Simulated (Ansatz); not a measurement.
# CH6GaN (built from SMILES [CH3][GaH][NH2]): a barrier at many levels of theory

How high is the barrier of this step (N2–H4 formed, Ga1–N2 loosened, C3–H4 broken), and how far do cheaper methods land from CCSD(T)?

The runs use Ansatz 0.2.0, Gaussian basis; single points in def2-TZVPP on PBE0-D4/def2-TZVP structures.

Levels: SPW92, PBE-D4, BLYP-D4, r2SCAN-D4, B97M-V, PBE0-D4, B3LYP-D4, r2SCAN0-D4, BHLYP-D4, CAM-B3LYP-D4, wB97X-V, wB97M-V, B2PLYP, PBE-QIDH, RPA on PBE, Hartree-Fock, MP2, CCSD, CCSD(T). The reference is CCSD(T) at the basis limit, from triple and quadruple zeta. Zero-point energies come from PBE0-D4 vibrations.

Correlated methods freeze the cores. Filled d shells of the heavier atoms are correlated. B3LYP uses VWN-RPA correlation. B2PLYP carries no dispersion term here.

13 further runs of the same task are left out: 13 set aside as unsound or not needed.

## 1. The three structures

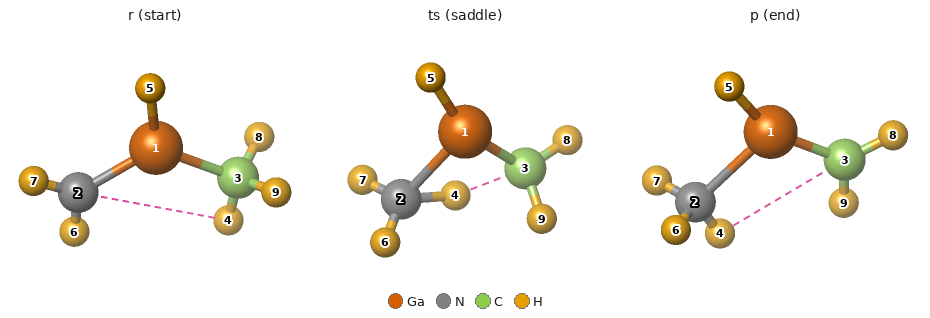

Start, saddle and end (gallium orange, nitrogen grey, carbon green, hydrogen amber); broken lines mark the pairs that change.

Charge 0, multiplicity 1. The folders r, ts and p hold the start, the saddle and the end; their coordinates stand in the first inputs.

```csv
pair,r (Å),ts (Å),p (Å)
N2–H4,3.276,1.275,1.015
Ga1–N2,1.819,2.045,2.146
C3–H4,1.091,1.519,2.910
```

## 2. wB97M-V/def2-TZVPP

r/in.yaml reads:

```yaml
crystal:
  periodic: [false, false, false]
  atoms:
    - {symbol: Ga, position_ang: [-0.745516, -0.039899, -0.001057]}
    - {symbol: N, position_ang: [-0.284358, -0.447699, 1.710365]}
    - {symbol: C, position_ang: [0.691323, 0.359629, -1.275909]}
    - {symbol: H, position_ang: [1.675032, 0.294980, -0.808177]}
    - {symbol: H, position_ang: [-2.281897, -0.044815, -0.305367]}
    - {symbol: H, position_ang: [0.662062, -0.482680, 2.049155]}
    - {symbol: H, position_ang: [-0.947154, -0.666208, 2.434388]}
    - {symbol: H, position_ang: [0.661412, -0.338141, -2.116441]}
    - {symbol: H, position_ang: [0.568996, 1.364831, -1.686860]}
basis:
  gaussian: {orbitals: def2-TZVPP}
hamiltonian: {xc: {name: wB97M-V}}
```

ts/in.yaml reads:

```yaml
crystal:
  periodic: [false, false, false]
  atoms:
    - {symbol: Ga, position_ang: [-1.081624, 0.154304, -0.360914]}
    - {symbol: N, position_ang: [0.118625, -0.244548, 1.246294]}
    - {symbol: C, position_ang: [0.578607, 0.200396, -1.247518]}
    - {symbol: H, position_ang: [0.800975, -0.296486, 0.170675]}
    - {symbol: H, position_ang: [-2.595466, -0.127927, -0.138776]}
    - {symbol: H, position_ang: [0.318628, 0.410171, 1.993971]}
    - {symbol: H, position_ang: [0.039673, -1.170550, 1.650226]}
    - {symbol: H, position_ang: [0.691373, -0.045302, -2.301902]}
    - {symbol: H, position_ang: [1.129110, 1.119942, -1.011958]}
basis:
  gaussian: {orbitals: def2-TZVPP}
hamiltonian: {xc: {name: wB97M-V}}
```

p/in.yaml reads:

```yaml
crystal:
  periodic: [false, false, false]
  atoms:
    - {symbol: Ga, position_ang: [-0.904200, 0.037502, -0.508052]}
    - {symbol: N, position_ang: [0.118785, -0.268420, 1.353026]}
    - {symbol: C, position_ang: [0.437830, 0.371589, -1.657556]}
    - {symbol: H, position_ang: [1.101156, -0.150869, 1.127110]}
    - {symbol: H, position_ang: [-2.376973, -0.158753, -0.075911]}
    - {symbol: H, position_ang: [-0.126804, 0.406998, 2.067964]}
    - {symbol: H, position_ang: [-0.010397, -1.196133, 1.740698]}
    - {symbol: H, position_ang: [0.284842, 0.576652, -2.710286]}
    - {symbol: H, position_ang: [1.475664, 0.381432, -1.336895]}
basis:
  gaussian: {orbitals: def2-TZVPP}
hamiltonian: {xc: {name: wB97M-V}}
```

The command line of these runs was not kept.

After this run come: CCSD(T)/def2-TZVPP; MP2/def2-QZVPP; Vibrations of the start structure; Vibrations of the end structure.

Q: Predict the outcome of this session. Wanted: barrier, CCSD(T)/CBS; reverse barrier, CCSD(T)/CBS; step energy, CCSD(T)/CBS; barrier with zero-point energy; step energy with zero-point energy; imaginary mode at the saddle; largest T1 diagnostic.

The runs gave:

| quantity | value |
| --- | --- |
| barrier, CCSD(T)/CBS | 287.7 kJ/mol |
| reverse barrier, CCSD(T)/CBS | 100.1 kJ/mol |
| step energy, CCSD(T)/CBS | +187.5 kJ/mol |
| barrier with zero-point energy | 275.4 kJ/mol |
| step energy with zero-point energy | +189.6 kJ/mol |
| imaginary mode at the saddle | 1563i cm⁻¹ |
| largest T1 diagnostic | 0.015 |

PBE-QIDH is the best functional here (-0.6 kJ/mol from CCSD(T)/CBS); SPW92 is the worst (-54.5 kJ/mol). By rung, the mean size of the error is: LDA 54.5, GGA 34.0, meta-GGA 14.6, hybrid 11.9, range-separated hybrid 3.8, double hybrid 2.5 kJ/mol. PBE-D4 gives a barrier 39.1 kJ/mol too low, outside chemical accuracy (1 kcal/mol, 4.2 kJ/mol). Every functional without exact exchange puts the barrier too low, the usual mark of self-interaction error, which favours the spread-out density of a saddle. The barrier rises with the share of exact exchange, from BLYP-D4 through B3LYP-D4 to BHLYP-D4 (-28.9, -10.6, +15.9 kJ/mol). Hartree-Fock, with no correlation, is off by +60.0 kJ/mol. Zero-point motion lowers the barrier by 12.2 kJ/mol. The restricted Hartree–Fock reference is unstable towards an unrestricted one at one or more of these structures.
